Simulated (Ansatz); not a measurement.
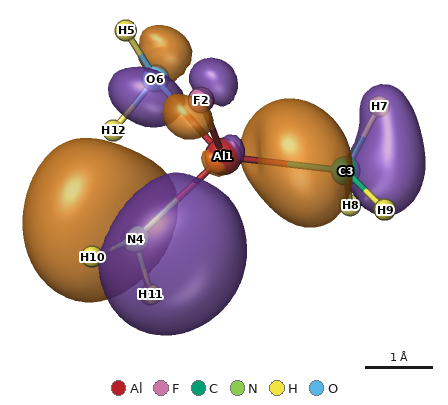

Figure 1: CH₇AlFNO. The HOMO at ±0.08 Å⁻³ᐟ² (orange and purple are the two phases), seen across its widest extent.

Computed with RKS PBE0-D4/6-31G* in Ansatz.

Input

```
crystal:
  periodic: [false, false, false]
  atoms:
    - { symbol: Al, position_ang: [0.536773, -0.342211, -0.1058] }
    - { symbol: F, position_ang: [1.676343, 0.93863, 0.161973] }
    - { symbol: C, position_ang: [-0.340757, -0.541634, -1.826261] }
    - { symbol: "N", position_ang: [0.394451, -1.466097, 1.259016] }
    - { symbol: H, position_ang: [0.179389, 2.391801, 0.783485] }
    - { symbol: O, position_ang: [-0.77075, 2.325767, 0.964382] }
    - { symbol: H, position_ang: [-0.587075, 0.433713, -2.258478] }
    - { symbol: H, position_ang: [-1.273426, -1.108103, -1.727051] }
    - { symbol: H, position_ang: [0.294, -1.072038, -2.546188] }
    - { symbol: H, position_ang: [0.933733, -1.418598, 2.111778] }
    - { symbol: H, position_ang: [-0.23012, -2.259989, 1.276375] }
    - { symbol: H, position_ang: [-0.812561, 2.118659, 1.906669] }
basis:
  gaussian: { orbitals: "6-31G*" }
hamiltonian:
  xc: pbe0
  dispersion: d4
relax:
  f_tol: 0.03
  max_steps: 50
output:
  orbitals: {}
```

Launched as:

```sh
ansatz run input.yaml --threads 2 --pin off --max-ram 3072MiB --backend cpu --events-out ev --progress --plain --runs-dir out
```

The fields are those of the run's last geometry, not of the input's.

What is the character of this orbital?

Answer. Its weight (Hirshfeld) is mainly on N4 (about 65 %) and C3 (about 10 %). Its energy is −7.00 eV.
